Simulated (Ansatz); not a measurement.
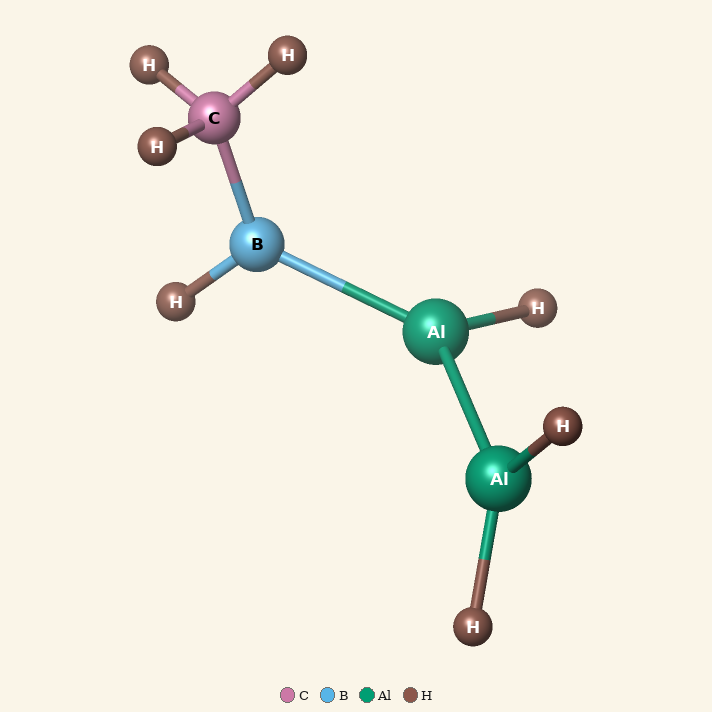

Starting geometry of the run.

Input file:

```yaml
crystal:
  periodic: [false, false, false]
  atoms:
    - {symbol: C, position_ang: [-2.177163, 0.297361, -0.214198]}
    - {symbol: B, position_ang: [-0.980396, 0.315721, 0.786046]}
    - {symbol: Al, position_ang: [0.801068, -0.833749, 0.682544]}
    - {symbol: Al, position_ang: [2.888000, -0.121864, -0.680604]}
    - {symbol: H, position_ang: [-2.036341, 1.204802, -0.826459]}
    - {symbol: H, position_ang: [-2.241257, -0.545240, -0.904094]}
    - {symbol: H, position_ang: [-3.144710, 0.442882, 0.276788]}
    - {symbol: H, position_ang: [-1.055605, 1.140231, 1.665229]}
    - {symbol: H, position_ang: [0.883800, -2.205405, 1.508493]}
    - {symbol: H, position_ang: [4.041739, 0.795623, -0.065288]}
    - {symbol: H, position_ang: [3.086365, -0.547562, -2.207857]}
basis:
  gaussian: {orbitals: "6-31G*"}
hamiltonian: {xc: {name: PBE}}
md: {timestep: 1 fs, n_steps: 50, ensemble: nvt_langevin, temperature: 500, initial_velocities: maxwell_boltzmann, friction: 0.01, seed: 208}
```

Command:

```sh
ansatz run in.yaml --threads 2 --pin off --events-out ev --progress --plain --max-ram 4352MiB
```

What the program printed (its end):

```
mean field -15007.69993044 eV, -551.5227998593 hartree, gradient 1.2e-5 eV, S^2 0.000000; 1 other end points of the search recorded, 0 dependent functions left out
the calculation of the forces begins
reference -15007.69998469 eV, -551.5228018528 hartree; 22, 22 occupied and 60, 60 virtual orbitals, 1032 factors
md step    50: t =    50.00 fs  T =   345.2 K  F+E_penalty+E_count = -15007.69993044 eV  E_kin = 0.490893 eV  (28 SCF iters)
Total energy: -15007.69998469 eV, -551.5228018528 hartree
Atom 0 at    -2.096534     0.189649    -0.214400 Å, force    -1.162344     0.281763     0.342940 eV/Å
Atom 1 at    -0.921427     0.372358     0.846968 Å, force     0.209042    -0.712967    -1.291540 eV/Å
Atom 2 at     0.898502    -0.754067     0.683048 Å, force    -0.636526    -0.659600     0.362080 eV/Å
Atom 3 at     2.761221    -0.235101    -0.924539 Å, force     1.028564     0.498358    -0.527592 eV/Å
Atom 4 at    -2.211540     1.192791    -0.760572 Å, force    -0.040299    -1.028417     0.466185 eV/Å
Atom 5 at    -2.148386    -0.649614    -0.939284 Å, force     0.586497     0.252292    -0.005225 eV/Å
Atom 6 at    -3.080547     0.027143     0.357448 Å, force     0.841377     0.570501    -0.302009 eV/Å
Atom 7 at    -1.005168     1.358850     1.472783 Å, force    -0.163514     0.693989     0.757999 eV/Å
Atom 8 at     1.097743    -2.280173     1.304564 Å, force    -0.072216     0.375989    -0.044099 eV/Å
Atom 9 at     4.274404     0.219726    -0.395834 Å, force    -0.468820    -0.159299    -0.070256 eV/Å
Atom 10 at     2.711663    -0.202459    -2.568239 Å, force    -0.121761    -0.112610     0.311517 eV/Å
Dipole moment:    -0.382959     0.070830     0.072982 e Å
```

The calculation finished and met its thresholds.
